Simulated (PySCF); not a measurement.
System: C₅H₁₄B₂Si₂ (SMILES B[SiH2]B(C[SiH3])CC#CC).

The calculation's input:

```
{"job": {"kind": "nmr", "xc": "PBE0", "basis": "pcSseg-1"}, "charge": 0, "multiplicity": 1}
B     -1.113917    -2.074178     0.927679
Si    -1.432530    -1.654647    -0.947741
B     -0.872151     0.220940    -1.220467
C     -1.710987     1.401259    -0.657026
Si    -1.037953     1.822043     1.088278
C      0.573587     0.530174    -1.810046
C      1.485479     0.163104    -0.737865
C      2.190157    -0.142957     0.183422
C      3.072400    -0.505143     1.273396
H     -1.951534    -1.967220     1.739824
H     -0.051999    -2.394803     1.303177
H     -0.731562    -2.566003    -1.884932
H     -2.843859    -1.838855    -1.370752
H     -1.634265     2.320878    -1.240764
H     -2.773201     1.178396    -0.545602
H     -0.865369     0.599431     1.878545
H     -2.016185     2.698297     1.743284
H      0.243449     2.520921     0.983540
H      0.826254    -0.068407    -2.689955
H      0.742243     1.582034    -2.063041
H      3.197165     0.340922     1.949745
H      4.050619    -0.797719     0.890949
H      2.649404    -1.341481     1.830251
```

Command:

```sh
OMP_NUM_THREADS=1 python probes_run.py task.json out
```

Geometry: GFN2-xTB.

Computed with PBE0/pcSseg-1, SCF density, gas phase, non-relativistic (PySCF).

### Predict the electron density and electron localisation function between the atoms.

C–C (1.20 Å): ρ is about 2.7 e/Å³ halfway; the ELF peaks at about 0.80 between the atoms (a multiple bond).
C–H (1.09 Å): ρ at the midpoint is about 2 e/Å³; the ELF climbs to about 1 towards the hydrogen, as it does in any bond to H: a covalent bond by its length.

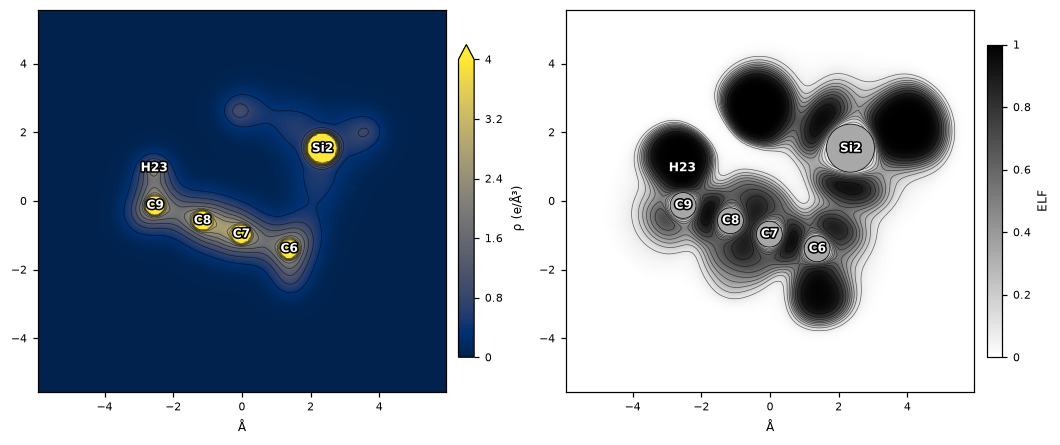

Computed electron density and electron localisation function on the plane of atoms C8, C9 and H23, in this order. Grey discs cover the atomic cores in the ELF map. 
